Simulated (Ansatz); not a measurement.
Run report: SiNH7Cl2O, molecular dynamics (part 5 of 5)

The same run, continued: SiNH7Cl2O; UKS BHLYP/STO-3G (Ansatz 0.2.0). It belongs to a series of runs on one base structure; here: dynamics from the start.

Geometry of the input (Å):
```
Si -1.3007  -0.4470  -0.3322
H  -0.1740  -0.9153  1.0891
Cl -0.4101  -1.4591  -1.8490
Cl -2.6725  0.9369  -0.9869
H  -2.2749  -1.3921  0.2252
H  1.2236  0.6133  0.3596
N  0.1846  1.0700  -0.3513
H  0.7747  -0.7642  1.3016
O  1.8844  -0.1474  1.1467
H  0.4803  1.3009  -1.2913
H  -0.1478  1.9158  0.0917
H  2.4324  -0.7118  0.5968
```

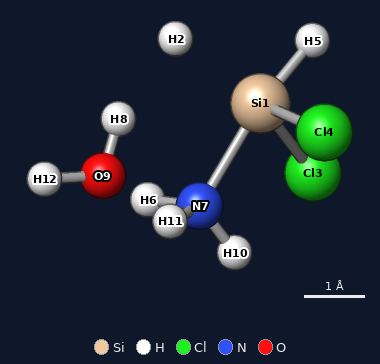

**Figure 1.** The geometry at step 136 of the log (ball-and-stick view, seen at a tilt; atoms are numbered from 1 in the order of the input).

Trajectory as extended XYZ, continued
```
12
Properties=species:S:1:pos:R:3:forces:R:3 step=119 time_fs=59.5 energy=-36160.94864 temperature=1851.2
Si   -1.4077   -0.3362   -0.0903   -0.2374  -0.2575  -1.4759
H    -1.2089    0.2603    1.2405   -0.6270  -1.5921   0.0448
Cl   -0.1878   -1.3795   -1.8292   -0.8227  -0.4822   0.9696
Cl   -2.7594    0.9653   -0.9982   -0.4569   1.1239  -0.4442
H    -2.4073   -1.4453   -0.1939    1.3433   0.3896   1.1545
H     0.8750    0.3241   -0.0235    3.2699  -0.2280   1.8634
N     0.1302    0.8140   -0.4834   -3.8168   0.6381  -2.5446
H     1.3389   -0.9939    1.4435    0.0378  -0.0724  -1.0733
O     1.8884   -0.3926    0.8255    1.5583   0.1774   4.4319
H     0.1854    0.6369   -1.4900    0.7953  -0.0341  -0.6655
H    -0.0024    1.8166   -0.3674    0.3445   0.8955   0.9919
H     2.4467    0.0136    1.6611   -1.3882  -0.5581  -3.2526
12
Properties=species:S:1:pos:R:3:forces:R:3 step=121 time_fs=60.5 energy=-36160.53161 temperature=1535.8
Si   -1.4077   -0.3346   -0.0881   -0.7345  -1.6127  -5.3136
H    -1.2135    0.1435    1.1543   -0.0522  -0.1286   3.3738
Cl   -0.1872   -1.3808   -1.8247   -0.7500  -0.4165   0.9673
Cl   -2.7690    0.9688   -1.0013   -0.2556   1.0374  -0.2290
H    -2.3854   -1.4407   -0.2261    1.0850   0.2491   1.2259
H     0.8347    0.3202    0.0026    4.3988  -0.8174   2.3166
N     0.1415    0.8185   -0.4827   -4.7708  -0.4527  -3.1886
H     1.3417   -0.9729    1.3938   -1.0480  -1.4621   0.6420
O     1.8980   -0.3999    0.8233    3.4375   2.5705   3.8386
H     0.2033    0.6465   -1.4889    0.8526  -0.1155  -0.5560
H    -0.0060    1.7857   -0.3511    0.1484   2.7242   1.2308
H     2.4602    0.0587    1.6960   -2.3113  -1.5757  -4.3079
12
Properties=species:S:1:pos:R:3:forces:R:3 step=124 time_fs=62.0 energy=-36160.39447 temperature=1437.8
Si   -1.4082   -0.3333   -0.0886   -0.9942  -2.2893 -10.5461
H    -1.2189   -0.0303    1.0974    0.9520   1.2352   7.9675
Cl   -0.1866   -1.3829   -1.8173   -0.6223  -0.3747   0.8945
Cl   -2.7836    0.9745   -1.0060   -0.0238   0.8786   0.0936
H    -2.3346   -1.4305   -0.2525    0.3705  -0.2563   1.1178
H     0.8484    0.3029    0.0790    2.5538   0.5426   0.4520
N     0.1526    0.8246   -0.4853   -3.0867  -1.6433  -1.0012
H     1.3253   -0.9696    1.3335   -1.5169  -2.1365   1.7059
O     1.9163   -0.4076    0.8240    3.6476   3.5918   2.3086
H     0.2452    0.6591   -1.4965    0.8057  -0.0087  -0.1625
H    -0.0088    1.7880   -0.3050    0.1582   2.4122   0.9003
H     2.4392    0.0973    1.6723   -2.2438  -1.9515  -3.7304
12
Properties=species:S:1:pos:R:3:forces:R:3 step=126 time_fs=63.0 energy=-36161.11975 temperature=1983.3
Si   -1.4089   -0.3334   -0.0931   -0.1508  -1.0881  -9.0099
H    -1.2127   -0.1333    1.1470    0.9041   0.7385   6.2120
Cl   -0.1864   -1.3844   -1.8121   -0.5189  -0.3701   0.8011
Cl   -2.7934    0.9787   -1.0092    0.0785   0.7647   0.2710
H    -2.2954   -1.4260   -0.2567   -0.2471  -0.7223   0.9114
H     0.8913    0.2955    0.1384    0.9805   1.4504  -1.1552
N     0.1571    0.8273   -0.4882   -1.8827  -0.8890   1.3061
H     1.2969   -0.9920    1.3124   -0.1246  -0.9290   0.8881
O     1.9312   -0.4102    0.8263    1.0229   1.5167   1.1025
H     0.2829    0.6672   -1.5040    0.6545   0.1633   0.1449
H    -0.0089    1.8192   -0.2630    0.4167   0.4294   0.1400
H     2.3984    0.1004    1.6112   -1.1331  -1.0645  -1.6120
12
Properties=species:S:1:pos:R:3:forces:R:3 step=129 time_fs=64.5 energy=-36161.22861 temperature=2069.0
Si   -1.4100   -0.3342   -0.1052    1.5787   0.1645  -2.8805
H    -1.1890   -0.2757    1.3178    0.2272   0.3565  -0.0033
Cl   -0.1864   -1.3869   -1.8039   -0.3886  -0.3460   0.6554
Cl   -2.8079    0.9853   -1.0138    0.2073   0.5641   0.4580
H    -2.2426   -1.4334   -0.2472   -1.0194  -1.2354   0.5670
H     0.9704    0.3105    0.2041   -0.5013   1.5549  -2.5292
N     0.1616    0.8305   -0.4906   -0.6673   0.6730   3.6007
H     1.2575   -1.0376    1.2936    2.1390   1.1168  -0.3761
O     1.9539   -0.4132    0.8304   -4.6729  -4.3288  -3.8158
H     0.3504    0.6828   -1.5117    0.2650   0.4195   0.6116
H    -0.0011    1.8686   -0.2001    0.6352  -1.9003  -1.0057
H     2.3243    0.0945    1.5046    2.1970   2.9613   4.7179
12
Properties=species:S:1:pos:R:3:forces:R:3 step=131 time_fs=65.5 energy=-36160.75231 temperature=1712.9
Si   -1.4101   -0.3347   -0.1148    2.1193  -0.0476  -0.2714
H    -1.1694   -0.3659    1.4408   -0.0348   0.6629  -2.6135
Cl   -0.1865   -1.3887   -1.7982   -0.3467  -0.2995   0.5872
Cl   -2.8175    0.9899   -1.0166    0.3202   0.4047   0.5473
H    -2.2184   -1.4524   -0.2337   -1.1962  -1.1692   0.3998
H     1.0190    0.3390    0.2194   -1.1442   1.0874  -2.7781
N     0.1640    0.8330   -0.4892    0.0611   1.1730   4.1167
H     1.2535   -1.0576    1.2784    2.5325   1.6368  -0.5083
O     1.9661   -0.4178    0.8308   -5.4682  -5.6368  -5.0385
H     0.3991    0.6979   -1.5101   -0.0548   0.5219   0.8500
H     0.0115    1.8820   -0.1685    0.5776  -2.3492  -1.4142
H     2.2953    0.1188    1.4790    2.6342   4.0157   6.1230
12
Properties=species:S:1:pos:R:3:forces:R:3 step=133 time_fs=66.5 energy=-36160.71508 temperature=1673.7
Si   -1.4095   -0.3352   -0.1246    2.0940  -0.8269   1.0271
H    -1.1501   -0.4498    1.5395   -0.1361   1.0560  -3.8769
Cl   -0.1868   -1.3906   -1.7923   -0.3393  -0.2301   0.5485
Cl   -2.8271    0.9946   -1.0194    0.4665   0.2389   0.6223
H    -2.2056   -1.4823   -0.2163   -1.0676  -0.7078   0.2743
H     1.0568    0.3779    0.2084   -1.6154   0.4802  -2.5770
N     0.1663    0.8364   -0.4851    0.7870   1.0994   3.9648
H     1.2731   -1.0624    1.2587    1.8577   1.3059  -0.0488
O     1.9751   -0.4256    0.8284   -2.7315  -1.9648  -2.0226
H     0.4472    0.7180   -1.5006   -0.3758   0.5498   0.9344
H     0.0295    1.8734   -0.1503    0.3890  -1.9405  -1.4532
H     2.2900    0.1787    1.5087    0.6716   0.9399   2.6070
12
Properties=species:S:1:pos:R:3:forces:R:3 step=136 time_fs=68.0 energy=-36160.28920 temperature=1348.5
Si   -1.4072   -0.3366   -0.1385    1.4585  -2.4368   1.8065
H    -1.1236   -0.5557    1.6171   -0.1586   1.5618  -4.4728
Cl   -0.1873   -1.3935   -1.7832   -0.3684  -0.0983   0.5371
Cl   -2.8412    1.0018   -1.0232    0.7340   0.0086   0.7237
H    -2.2044   -1.5376   -0.1856   -0.5852   0.3638   0.0717
H     1.0839    0.4431    0.1477   -1.8025  -0.4303  -1.5076
N     0.1710    0.8426   -0.4740    1.6381  -0.1846   2.6776
H     1.3306   -1.0501    1.2312   -0.5469  -0.5354   1.3374
O     1.9862   -0.4386    0.8229    1.7991   4.3268   0.9989
H     0.5119    0.7577   -1.4700   -0.7864   0.4555   0.6075
H     0.0625    1.8301   -0.1476   -0.0777   0.2373  -0.7695
H     2.2895    0.2756    1.5896   -1.3039  -3.2683  -2.0107
12
Properties=species:S:1:pos:R:3:forces:R:3 step=138 time_fs=69.0 energy=-36159.91963 temperature=1067.9
Si   -1.4051   -0.3385   -0.1470    0.9284  -3.4338   2.0197
H    -1.1078   -0.6082    1.6160   -0.1374   1.8281  -4.4697
Cl   -0.1877   -1.3954   -1.7770   -0.3924  -0.0072   0.5468
Cl   -2.8503    1.0065   -1.0255    0.9249  -0.1235   0.7902
H    -2.2113   -1.5716   -0.1641   -0.2772   1.0222  -0.1044
H     1.0808    0.4825    0.0878   -1.2521  -1.0489  -0.2757
N     0.1755    0.8468   -0.4641    1.5750  -1.3515   1.2648
H     1.3662   -1.0455    1.2268   -1.8232  -1.6478   2.0127
O     1.9946   -0.4446    0.8197    3.3478   6.3051   1.2620
H     0.5462    0.7898   -1.4420   -0.9858   0.3287   0.0410
H     0.0842    1.8009   -0.1561   -0.4087   2.2403   0.0112
H     2.2761    0.3066    1.6254   -1.4993  -4.1117  -3.0986
12
Properties=species:S:1:pos:R:3:forces:R:3 step=140 time_fs=70.0 energy=-36159.95483 temperature=1095.1
Si   -1.4027   -0.3416   -0.1549    0.4483  -4.1647   2.0711
H    -1.0933   -0.6433    1.5723   -0.0921   2.0396  -4.2565
Cl   -0.1883   -1.3974   -1.7706   -0.4043   0.0689   0.5562
Cl   -2.8592    1.0113   -1.0275    1.1080  -0.2380   0.8578
H    -2.2210   -1.5959   -0.1436   -0.0703   1.4848  -0.3054
H     1.0662    0.5119    0.0255    0.0889  -1.7362   1.2860
N     0.1810    0.8500   -0.4534    0.5337  -1.4015  -0.1441
H     1.3852   -1.0557    1.2410   -1.5636  -1.4313   1.6392
O     2.0049   -0.4468    0.8174    2.8623   5.7879   1.5900
H     0.5710    0.8250   -1.4137   -1.1222   0.1928  -0.7035
H     0.1022    1.7926   -0.1645   -0.5778   3.2626   0.5630
H     2.2486    0.2989    1.6322   -1.2111  -3.8649  -3.1536
12
Properties=species:S:1:pos:R:3:forces:R:3 step=143 time_fs=71.5 energy=-36160.66824 temperature=1638.2
Si   -1.3987   -0.3490   -0.1653   -0.1075  -4.5022   1.5093
H    -1.0728   -0.6590    1.4320    0.0764   2.1723  -3.2792
Cl   -0.1894   -1.4003   -1.7607   -0.3942   0.1246   0.5530
Cl   -2.8719    1.0183   -1.0302    1.3437  -0.3828   0.9579
H    -2.2365   -1.6053   -0.1188    0.0048   1.7225  -0.5969
H     1.0514    0.5230   -0.0406    2.2892  -2.4945   3.0943
N     0.1895    0.8536   -0.4376   -1.7246   1.6478  -1.2569
H     1.3909   -1.0921    1.2869    0.5247   0.4568  -0.3995
O     2.0231   -0.4443    0.8156   -0.3256   1.1263   1.2836
H     0.5879    0.8809   -1.3856   -1.2486   0.0177  -1.4707
H     0.1192    1.8341   -0.1675   -0.3859   1.2910   0.4810
H     2.1879    0.2230    1.5898   -0.0525  -1.1796  -0.8758
12
Properties=species:S:1:pos:R:3:forces:R:3 step=145 time_fs=72.5 energy=-36160.96902 temperature=1867.8
Si   -1.3961   -0.3558   -0.1716   -0.4605  -4.0249   0.1150
H    -1.0585   -0.6437    1.2982    0.3808   1.9789  -1.6413
Cl   -0.1902   -1.4022   -1.7540   -0.3802   0.1146   0.5402
Cl   -2.8800    1.0229   -1.0317    1.4689  -0.4680   1.0155
H    -2.2470   -1.5913   -0.1091   -0.1020   1.5625  -0.7256
H     1.0653    0.5017   -0.0504    1.9107  -2.1614   2.9260
N     0.1940    0.8571   -0.4281   -1.5448   3.4890  -1.2127
H     1.3977   -1.1139    1.3159    1.4539   1.2231  -1.6191
O     2.0353   -0.4414    0.8154   -2.2737  -3.3080  -1.2718
H     0.5844    0.9187   -1.3834   -1.2839  -0.1248  -1.2705
H     0.1255    1.8807   -0.1634   -0.1465  -0.7559   0.2671
H     2.1452    0.1549    1.5483    0.9773   2.4748   2.8772
12
Properties=species:S:1:pos:R:3:forces:R:3 step=148 time_fs=74.0 energy=-36160.92114 temperature=1833.5
Si   -1.3926   -0.3685   -0.1814   -1.5093  -1.9908  -4.9500
H    -1.0278   -0.5873    1.0785    1.6321   0.9279   3.6893
Cl   -0.1917   -1.4050   -1.7435   -0.3688   0.0377   0.5073
Cl   -2.8913    1.0294   -1.0333    1.6116  -0.5843   1.0633
H    -2.2651   -1.5436   -0.1075   -0.4492   0.8776  -0.6933
H     1.1141    0.4347   -0.0165   -0.6601  -0.5910   1.2564
N     0.1991    0.8667   -0.4153    0.6761   3.7618  -0.9082
H     1.4339   -1.1253    1.3289    1.3620   0.8594  -2.2242
O     2.0510   -0.4411    0.8132   -2.6175  -5.2666  -3.0046
H     0.5564    0.9724   -1.4002   -1.1477  -0.4289  -0.1408
H     0.1329    1.9335   -0.1526    0.0743  -2.4071   0.2093
H     2.0997    0.1047    1.5462    1.3966   4.8042   5.1955
12
Properties=species:S:1:pos:R:3:forces:R:3 step=150 time_fs=75.0 energy=-36160.81355 temperature=1751.4
Si   -1.3908   -0.3779   -0.1897   -2.5466  -0.2669  -9.0168
H    -0.9896   -0.5371    0.9684    2.8915   0.0647   7.9031
Cl   -0.1928   -1.4069   -1.7364   -0.3637  -0.0468   0.4607
Cl   -2.8983    1.0336   -1.0341    1.6753  -0.6416   1.0543
H    -2.2821   -1.5003   -0.1147   -0.7315   0.2238  -0.4872
H     1.1427    0.3806    0.0236   -1.8655   0.4307   0.1665
N     0.2028    0.8764   -0.4076    1.5963   2.8647  -0.9878
H     1.4744   -1.1222    1.3118    0.4457  -0.2289  -1.6323
O     2.0594   -0.4448    0.8096   -1.4237  -1.2972   0.4317
H     0.5238    1.0035   -1.4149   -0.8740  -0.6102   0.5879
H     0.1384    1.9421   -0.1428    0.1052  -2.3898   0.3406
H     2.0859    0.1257    1.6038    1.0908   1.8976   1.1792
```
